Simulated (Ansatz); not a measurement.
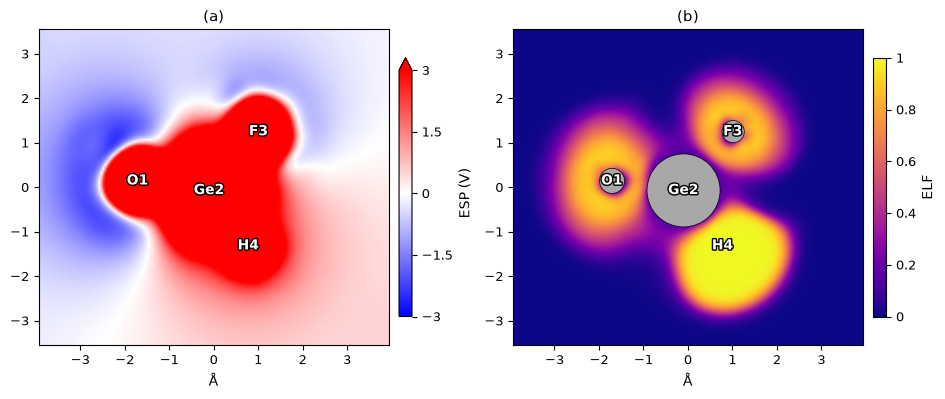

Figure 1: FGeHO. (a) molecular electrostatic potential; (b) ELF on the molecular plane. Grey discs cover the atomic cores in the ELF map.

Level of theory: RKS PBE0/def2-SVP (Ansatz 0.2.0).

Question: Describe what can be read from this map.

Answer:
- Atoms in the plane: O, Ge, F and H.
- Ge–O (1.62 Å): the ELF peaks at about 0.75 in the valence shell of O, 0.5 Å from its nucleus, and is about 0.35 at the midpoint.
- Ge–F (1.73 Å): the ELF peaks at about 0.80 in the valence shell of F, 0.5 Å from its nucleus, and is about 0.25 at the midpoint.
- Ge–H (1.53 Å): the ELF climbs to about 1 towards the hydrogen.
- The ELF also peaks beside O1 and F3, away from the bonds: lone-pair regions.
- Outside the dense part of the molecule the potential is most negative (−2.4 V) near O1.
